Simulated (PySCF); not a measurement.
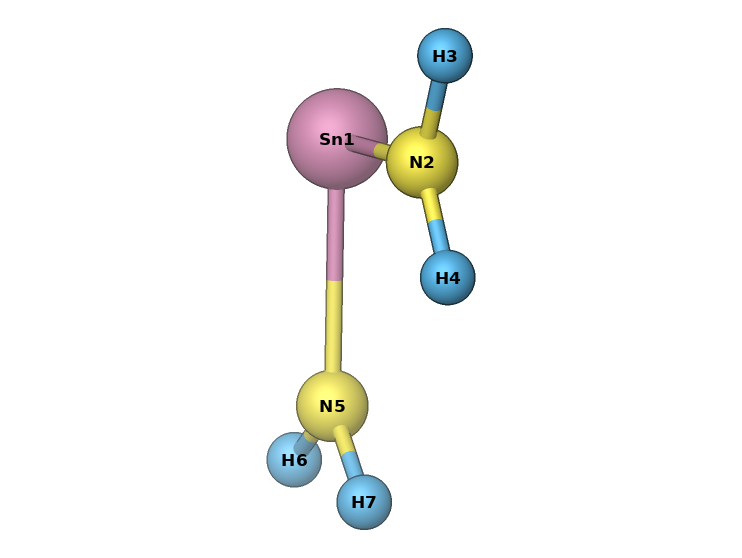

Sn1 lies behind N2. The molecule seen a little off the N2–Sn1 bond, N2 in front. Atoms fade into the background with distance from the viewer. Computed geometry: PBE0-D3(BJ)/def2-SVP optimisation. No frequency run is at hand to confirm it as a minimum.

Question: What is the torsion angle H3–N2–Sn1–N5? The sign is positive where the front bond must turn clockwise to cover the back bond.

Answer: 180°, antiperiplanar (anti).
